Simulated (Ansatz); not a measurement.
# Nudged elastic band of SiHS (charge +1)

- system: SiHS, charge +1
- method: UKS r2SCAN/def2-SVP (Ansatz 0.2.0)

One setting was made poor on purpose. It belongs to a series of runs on one base structure; here: band between the two ends. Figures and captions count atoms from 1; the log counts them from 0 in places.

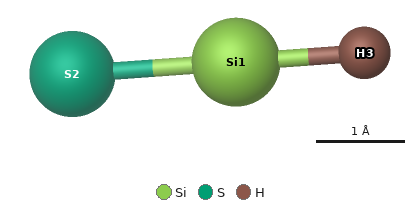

Figure 1. The input geometry (ball-and-stick view, seen at a tilt; atoms are numbered from 1 in the order of the input). Bond lengths as drawn: H–Si 1.48 Å and S–Si 1.89 Å.

### Input
```yaml
crystal:
  periodic: [false, false, false]
  atoms:
    - { symbol: Si, position_ang: [-0.010648, -0.134019, -0.02054] }
    - { symbol: S, position_ang: [0.13748, 1.730132, 0.265089] }
    - { symbol: H, position_ang: [-0.126822, -1.596114, -0.244559] }
total_charge: 1
magnetization:
  spin_polarized: true
basis:
  gaussian: { orbitals: def2-SVP }
hamiltonian:
  xc: r2scan
neb:
  order_check: false
  images: 1
  f_tol: 0.05
  max_iterations: 60
  climbing: true
  final_atoms:
    - { symbol: Si, position_ang: [0.1398228, 1.75992049, 0.26962867] }
    - { symbol: S, position_ang: [-0.01637475, -0.2062236, -0.03159245] }
    - { symbol: H, position_ang: [-0.12343805, -1.55369789, -0.23804622] }
  initial_path:
    images:
      - { positions_ang: [[-0.010648, -0.134019, -0.02054], [0.13748, 1.730132, 0.265089], [-0.126822, -1.596114, -0.244559]] }
      - { positions_ang: [[-0.74533972, -0.11990192, -0.76458155], [0.39381459, 0.88565398, 0.46370191], [0.35153513, -0.76575305, 0.30086964]] }
      - { positions_ang: [[0.1398228, 1.75992049, 0.26962867], [-0.01637475, -0.2062236, -0.03159245], [-0.12343805, -1.55369789, -0.23804622]] }
```

Launch command:
```bash
ansatz run input.yaml --threads 1 --pin off --max-ram 2048MiB --backend cpu --events-out ev --progress --plain --runs-dir out
```

### The program's output
```
Engine: ansatz 0.2.0, x86_64-unknown-linux-gnu
Functional definition: r2SCAN
  parameter k0 = 0.174
  parameter k1 = 0.065
  parameter a1 = 4.9479
  exchange = r2scan_x(k0 = k0, k1 = k1, a1 = a1)
  correlation = r2scan_c
459 factors; their error is unknown
mean field evaluation 1: about -18707.6829 eV, gradient 2.6e1 eV
mean field evaluation 2: about -18653.5978 eV, gradient 8.0e1 eV
mean field evaluation 4: about -18712.2855 eV, gradient 6.3e0 eV
mean field evaluation 8: about -18712.5601 eV, gradient 2.2e-2 eV
mean field evaluation 16: about -18712.5108 eV, gradient 5.7e-6 eV
mean field -18712.51076610 eV, -687.6720868589 hartree, gradient 5.7e-6 eV, S^2 0.000000; 0 other end points of the search recorded, 0 dependent functions left out
the calculation of the forces begins
reference -18712.51077350 eV, -687.6720871306 hartree; 15, 15 occupied and 26, 26 virtual orbitals, 459 factors
459 factors; their error is unknown
mean field -18712.41374459 eV, -687.6685213841 hartree, gradient 5.3e-6 eV, S^2 0.000000; 0 other end points of the search recorded, 0 dependent functions left out
the calculation of the forces begins
reference -18712.41375280 eV, -687.6685216857 hartree; 15, 15 occupied and 26, 26 virtual orbitals, 459 factors
NEB end point (image 0): max|allowed force component| = 3.969e-3 eV/Å (the criterion of neb.relax_end_points is 1.000e-2)
NEB end point (image 2): max|allowed force component| = 1.947e-4 eV/Å (the criterion of neb.relax_end_points is 1.000e-2)
459 factors; their error is unknown
mean field evaluation 32: about -18708.5941 eV, gradient 2.3e1 eV
mean field -18711.95795300 eV, -687.6517713523 hartree, gradient 4.5e-5 eV, S^2 0.000000; 1 other end points of the search recorded, 0 dependent functions left out
the calculation of the forces begins
reference -18711.95796070 eV, -687.6517716351 hartree; 15, 15 occupied and 26, 26 virtual orbitals, 459 factors
NEB iter   1: max|band force component| = 1.249e0 eV/Å  barrier→ = 0.5528 eV  barrier← = 0.4558 eV  Δτ_max = 0.0462 Å  (104 SCF iters)
these checks for a lower state are left out or cut short: starts, cluster_reference, orbital_swaps, neighbouring_geometries, increment
459 factors; their error is unknown
mean field -18712.00513918 eV, -687.6535054124 hartree, gradient 1.7e-5 eV, S^2 0.000000; 0 other end points of the search recorded, 0 dependent functions left out
the calculation of the forces begins
reference -18712.00514691 eV, -687.6535056964 hartree; 15, 15 occupied and 26, 26 virtual orbitals, 459 factors
NEB iter   2: max|band force component| = 1.810e0 eV/Å  barrier→ = 0.5056 eV  barrier← = 0.4086 eV  CI = image 1  Δτ_max = 0.2000 Å  (36 SCF iters)
these checks for a lower state are left out or cut short: starts, cluster_reference, orbital_swaps, neighbouring_geometries, increment
459 factors; their error is unknown
mean field evaluation 64: about -18710.8722 eV, gradient 8.1e-6 eV
mean field -18710.87222152 eV, -687.6118714563 hartree, gradient 8.0e-6 eV, S^2 0.000000; 0 other end points of the search recorded, 0 dependent functions left out
the calculation of the forces begins
reference -18710.87222906 eV, -687.6118717331 hartree; 15, 15 occupied and 26, 26 virtual orbitals, 459 factors
NEB iter   3: max|band force component| = 4.353e0 eV/Å  barrier→ = 1.6385 eV  barrier← = 1.5415 eV  CI = image 1  Δτ_max = 0.1005 Å  (53 SCF iters)
these checks for a lower state are left out or cut short: starts, cluster_reference, orbital_swaps, neighbouring_geometries, increment
459 factors; their error is unknown
mean field -18710.74082232 eV, -687.6070426248 hartree, gradient 2.2e-5 eV, S^2 0.225491; 1 other end points of the search recorded, 0 dependent functions left out
the calculation of the forces begins
reference -18710.74082985 eV, -687.6070429013 hartree; 15, 15 occupied and 26, 26 virtual orbitals, 459 factors
NEB iter   4: max|band force component| = 4.823e0 eV/Å  barrier→ = 1.7699 eV  barrier← = 1.6729 eV  CI = image 1  Δτ_max = 0.0990 Å  (93 SCF iters)
these checks for a lower state are left out or cut short: starts, cluster_reference, orbital_swaps, neighbouring_geometries, increment
459 factors; their error is unknown
mean field evaluation 96: about -18711.0860 eV, gradient 2.1e-5 eV
mean field -18711.08597970 eV, -687.6197269242 hartree, gradient 2.1e-5 eV, S^2 0.340363; 0 other end points of the search recorded, 0 dependent functions left out
the calculation of the forces begins
reference -18711.08598722 eV, -687.6197272007 hartree; 15, 15 occupied and 26, 26 virtual orbitals, 459 factors
NEB iter   5: max|band force component| = 2.370e0 eV/Å  barrier→ = 1.4248 eV  barrier← = 1.3278 eV  CI = image 1  Δτ_max = 0.1992 Å  (53 SCF iters)
these checks for a lower state are left out or cut short: starts, cluster_reference, orbital_swaps, neighbouring_geometries, increment
459 factors; their error is unknown
mean field -18711.08993351 eV, -687.6198722241 hartree, gradient 1.8e-5 eV, S^2 0.000000; 0 other end points of the search recorded, 0 dependent functions left out
the calculation of the forces begins
reference -18711.08994107 eV, -687.6198725019 hartree; 15, 15 occupied and 26, 26 virtual orbitals, 459 factors
NEB iter   6: max|band force component| = 3.424e0 eV/Å  barrier→ = 1.4208 eV  barrier← = 1.3238 eV  CI = image 1  Δτ_max = 0.0992 Å  (73 SCF iters)
these checks for a lower state are left out or cut short: starts, cluster_reference, orbital_swaps, neighbouring_geometries, increment
459 factors; their error is unknown
mean field evaluation 128: about -18711.1213 eV, gradient 1.1e-7 eV
mean field -18711.12131556 eV, -687.6210254932 hartree, gradient 3.4e-10 eV, S^2 0.000000; 0 other end points of the search recorded, 0 dependent functions left out
the calculation of the forces begins
reference -18711.12132312 eV, -687.6210257712 hartree; 15, 15 occupied and 26, 26 virtual orbitals, 459 factors
NEB iter   7: max|band force component| = 1.635e0 eV/Å  barrier→ = 1.3895 eV  barrier← = 1.2924 eV  CI = image 1  Δτ_max = 0.0815 Å  (113 SCF iters)
these checks for a lower state are left out or cut short: starts, cluster_reference, orbital_swaps, neighbouring_geometries, increment
459 factors; their error is unknown
mean field -18711.16677246 eV, -687.6226960036 hartree, gradient 1.1e-5 eV, S^2 0.152151; 1 other end points of the search recorded, 0 dependent functions left out
the calculation of the forces begins
reference -18711.16678002 eV, -687.6226962814 hartree; 15, 15 occupied and 26, 26 virtual orbitals, 459 factors
NEB iter   8: max|band force component| = 2.182e-1 eV/Å  barrier→ = 1.3440 eV  barrier← = 1.2470 eV  CI = image 1  Δτ_max = 0.0138 Å  (108 SCF iters)
these checks for a lower state are left out or cut short: starts, cluster_reference, orbital_swaps, neighbouring_geometries, increment
459 factors; their error is unknown
mean field evaluation 160: about -18711.1691 eV, gradient 1.4e-5 eV
mean field -18711.16912361 eV, -687.6227824065 hartree, gradient 1.4e-5 eV, S^2 0.156189; 0 other end points of the search recorded, 0 dependent functions left out
the calculation of the forces begins
reference -18711.16913118 eV, -687.6227826848 hartree; 15, 15 occupied and 26, 26 virtual orbitals, 459 factors
NEB iter   9: max|band force component| = 1.253e-1 eV/Å  barrier→ = 1.3416 eV  barrier← = 1.2446 eV  CI = image 1  Δτ_max = 0.0399 Å  (65 SCF iters)
these checks for a lower state are left out or cut short: starts, cluster_reference, orbital_swaps, neighbouring_geometries, increment
459 factors; their error is unknown
mean field evaluation 192: about -18711.1767 eV, gradient 1.7e-5 eV
mean field -18711.17671801 eV, -687.6230614959 hartree, gradient 9.2e-8 eV, S^2 0.010029; 0 other end points of the search recorded, 0 dependent functions left out
the calculation of the forces begins
reference -18711.17672561 eV, -687.6230617750 hartree; 15, 15 occupied and 26, 26 virtual orbitals, 459 factors
NEB iter  10: max|band force component| = 3.074e-1 eV/Å  barrier→ = 1.3340 eV  barrier← = 1.2370 eV  CI = image 1  Δτ_max = 0.0200 Å  (170 SCF iters)
these checks for a lower state are left out or cut short: starts, cluster_reference, orbital_swaps, neighbouring_geometries, increment
459 factors; their error is unknown
mean field evaluation 224: about -18711.1690 eV, gradient 1.1e-5 eV
mean field -18711.16903178 eV, -687.6227790319 hartree, gradient 1.1e-5 eV, S^2 0.092727; 0 other end points of the search recorded, 0 dependent functions left out
the calculation of the forces begins
reference -18711.16903936 eV, -687.6227793105 hartree; 15, 15 occupied and 26, 26 virtual orbitals, 459 factors
NEB iter  11: max|band force component| = 8.584e-2 eV/Å  barrier→ = 1.3417 eV  barrier← = 1.2447 eV  CI = image 1  Δτ_max = 0.0078 Å  (75 SCF iters)
these checks for a lower state are left out or cut short: starts, cluster_reference, orbital_swaps, neighbouring_geometries, increment
459 factors; their error is unknown
mean field -18711.16831166 eV, -687.6227525681 hartree, gradient 5.2e-6 eV, S^2 0.122308; 0 other end points of the search recorded, 0 dependent functions left out
the calculation of the forces begins
reference -18711.16831924 eV, -687.6227528465 hartree; 15, 15 occupied and 26, 26 virtual orbitals, 459 factors
459 factors; their error is unknown
mean field evaluation 256: about -18711.1644 eV, gradient 5.0e-4 eV
mean field -18711.16831166 eV, -687.6227525681 hartree, gradient 5.2e-6 eV, S^2 0.122308; 5 other end points of the search recorded, 0 dependent functions left out
the calculation of the forces begins
reference -18711.16831924 eV, -687.6227528465 hartree; 15, 15 occupied and 26, 26 virtual orbitals, 459 factors
NEB iter  12: max|band force component| = 6.614e-3 eV/Å  barrier→ = 1.3425 eV  barrier← = 1.2454 eV  CI = image 1  Δτ_max = 0.0000 Å  (158 SCF iters)
```

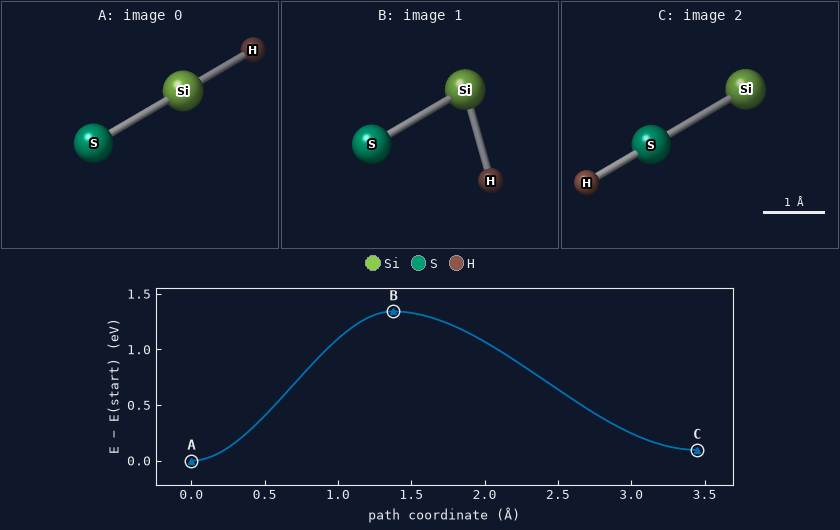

Figure 2. Images of the last band (counted from 0; ball-and-stick, seen at a tilt) above the energy along the path; the line is a cubic interpolation that uses the forces. The highest image is number 1, 1.342 eV above the start and 1.245 eV above the end (the climbing image); the end lies 0.097 eV above the start. The path is 3.45 Å long. The band converged in 12 iterations.

```
Total energy: -18711.16831924 eV, -687.6227528465 hartree
Atom 0 at    -0.645204    -0.098612    -0.661485 Å, force    -0.004770     0.001284    -0.004744 eV/Å
Atom 1 at     0.386630     1.143972     0.475180 Å, force     0.001180    -0.006030     0.000759 eV/Å
Atom 2 at     0.258583    -1.045361     0.186295 Å, force     0.003590     0.004746     0.003985 eV/Å
Dipole moment:    -0.251758    -0.416522    -0.285569 e Å
this run last wrote the band of iteration 12 to [file]
```

### The last band as extended XYZ (Å, eV, eV/Å)
```
3
Properties=species:S:1:pos:R:3:forces:R:3 image=0 energy=-18712.51077
Si   -0.0106   -0.1340   -0.0205    0.0003   0.0040   0.0006
S     0.1375    1.7301    0.2651   -0.0001  -0.0007  -0.0001
H    -0.1268   -1.5961   -0.2446   -0.0003  -0.0032  -0.0005
3
Properties=species:S:1:pos:R:3:forces:R:3 image=1 energy=-18711.16831
Si   -0.6452   -0.0986   -0.6615   -0.0048   0.0013  -0.0047
S     0.3866    1.1440    0.4752    0.0012  -0.0060   0.0008
H     0.2586   -1.0454    0.1863    0.0036   0.0047   0.0040
3
Properties=species:S:1:pos:R:3:forces:R:3 image=2 energy=-18712.41375
Si    0.1398    1.7599    0.2696    0.0000   0.0002   0.0000
S    -0.0164   -0.2062   -0.0316    0.0000  -0.0002   0.0000
H    -0.1234   -1.5537   -0.2380    0.0000   0.0000   0.0000
```

### Key numbers

```csv
quantity,value
outcome,converged
"barrier, forward",1.343 eV
"barrier, backward",1.245 eV
hardware,"1 thread of Intel Xeon (Sapphire Rapids), 10 GiB of memory available, shared host"
wall time,41 s
peak memory,0.19 GiB
```

### Notes

A deliberately poor setting: few images. ⟨S²⟩ is 0.12 against 0.00 for a pure state: the solution is spin-contaminated. The order of the saddle point was not checked.
